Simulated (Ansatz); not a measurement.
## NiSi2 under a change: 4 layers

Base system: NiSi₂ (space group Fm-3m, No. 225; a = 5.3870 Å; non-magnetic). Axes: x, y, z lie along the cube axes.

One thing is altered: a free-standing slab of 4 layers (12 atoms, 3 a layer) is cut normal to [111], with 15 Å of vacuum and the in-plane cell held at bulk.

All numbers come from r2SCAN (Ansatz, a first-principles code, PAW, without spin-orbit coupling). Settings: 14×14×1 k-points, 0.05 eV Fermi–Dirac smearing, for the changed cell.

| quantity | base | changed | shift |
|---|---|---|---|
| layer's space group (with vacuum) | – | P-3m1 (No. 164) | – |
| shortest interatomic distance | 2.333 Å | 2.281 Å | -0.052 Å |
| band gap | zero | zero | – |
| excess energy per area of both faces (slab less bulk energy over the cell's area: twice a surface energy) (uncertain by up to 0.2 J/m²) | – | 2.3 J/m² | – |
| thickness between the outermost nuclei | – | 10.64 Å | – |
| change of the spacing d12 from its bulk value of 0.778 Å | – | -9.4 % | – |

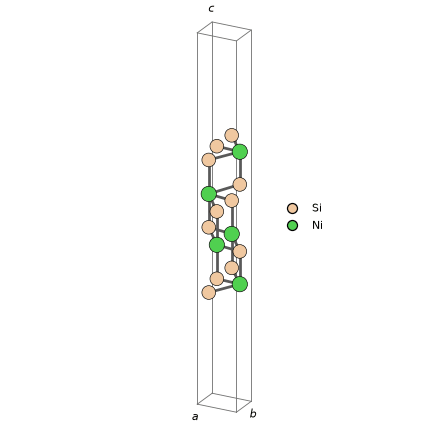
*The relaxed cell after the change*

The excess energy carries the mismatch between the slab's and the bulk's meshes. No phonon test of stability was made. Starting moments died away, wholly or in part, for the base; another magnetic solution may exist. The final runs are not spin-polarised.
